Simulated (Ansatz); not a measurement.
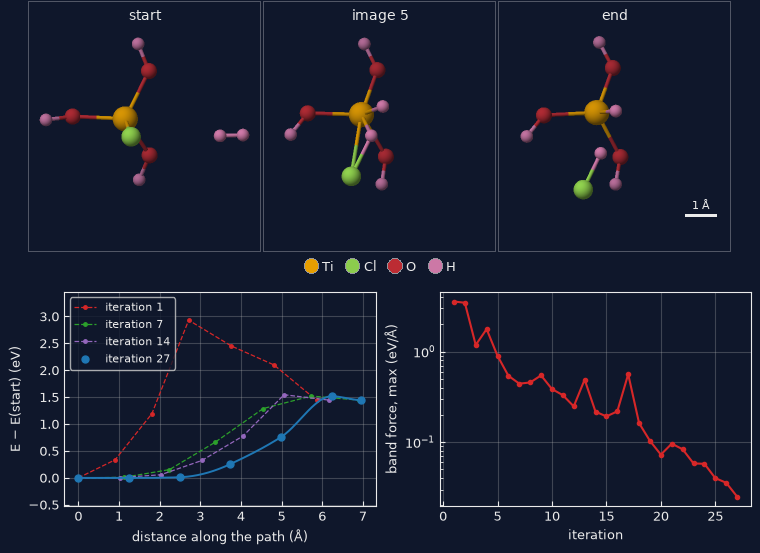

A search for the minimum-energy path of TiH₅O₃Cl, made up at the start of TiH3O3Cl and H2 by the nudged elastic band. Images are numbered from 0 (start) to 6 (end). The plot follows the band through its iterations. Style: ball-and-stick. Shown at a tilt.

Computed with Ansatz, RKS B3LYP-D4/def2-SVP. Run with 5 movable images; climbing image; force threshold 0.03 eV/Å; iteration limit 60; starting path through a guess of the saddle point.

> Did the band converge, and can the barrier be trusted?

The result is final at these settings. The band converged in 27 iterations. The largest component of the band force went from 3.6 to 0.025 eV/Å. The climbing image converged on the top of the path. Its vibrational analysis gives one imaginary mode (301i cm⁻¹), as a transition state must have. The first iteration put the highest image at 2.93 eV. The highest point, image 5, lies 1.52 eV above the start and 0.07 eV above the end; the end is at +1.44 eV relative to the start.

Limits of the set-up: the start holds two separate molecules, 2.9 Å apart at their closest, whose relative position is a soft coordinate.
